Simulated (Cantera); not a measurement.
Feed: 1 mol SiHCl₃, 0.063 mol HCl, 1500 mol H₂, equilibrated at 0.133 bar.

Cantera equilibrium calculation (NASA polynomials, part measured and part estimated; ideal gas, pure solids and liquids). Candidate condensed phases: Si; 19 gas species. Gases not in the tables: Si₂H₆ and higher silanes. Rates play no part.

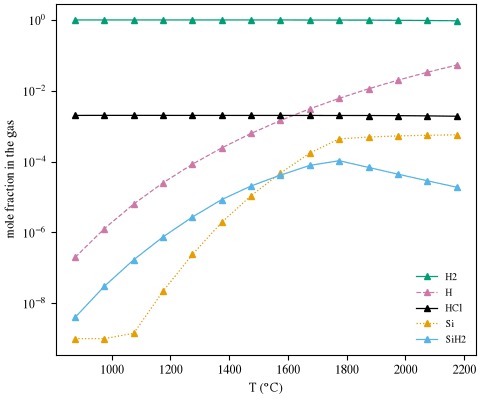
Figure. Equilibrium gas composition (values under 1e-9 drawn at 1e-9)

### Question
Read off the mole fractions at 1975 °C.

### Answer
H₂ about 0.98, H about 0.020, HCl about 0.0020, Si about 0.00053, SiH₂ about 4.4e-5.
